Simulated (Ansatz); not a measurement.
Ni (hcp, Mg type)

```xyz
2
Lattice="2.4460 0.0000 0.0000 -1.2230 2.1183 0.0000 0.0000 0.0000 4.0695" Properties=species:S:1:pos:R:3 pbc="T T T"
Ni     0.0000     1.4122     1.0174
Ni     1.2230     0.7061     3.0521
```

E(V) scan at fixed shape, V₀ the volume above. Symmetry pins the atoms to their sites.

These are r2SCAN (plane waves to 500 eV, PAW, scalar-relativistic; Ansatz, an electronic-structure program) values and carry that method's errors. k mesh 22×22×12 (Γ-centred), Fermi-Dirac smearing 0.05 eV. The energy includes the smearing's −TS. With the shape held, the modulus is that of even scaling; a crystal free to change shape is softer. Ni was relaxed with its symmetry unable to fall. Relaxed Ni ends ferromagnetic. This is one of several known forms of Ni; the measured ambient cells at hand have space group No. 225. The magnetic order is the one the run started from; other orders were not tried. The zero of ΔE is the relaxed starting cell.

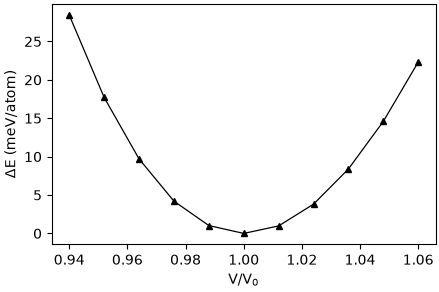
Fig. 1. ΔE (meV/atom) against V/V₀; one marker a computed point.

Task: What is ΔE at V/V₀ = 1.060?

Result: About 22 meV/atom.

Task: What is ΔE at V/V₀ = 0.940?

Result: About 28 meV/atom.

Task: What bulk modulus at fixed cell shape B₀ follows from a third-order Birch-Murnaghan fit?

Result: About 210 GPa.

(Under strain, the slope of the energy per volume gives the stress and its curvature an elastic modulus.)
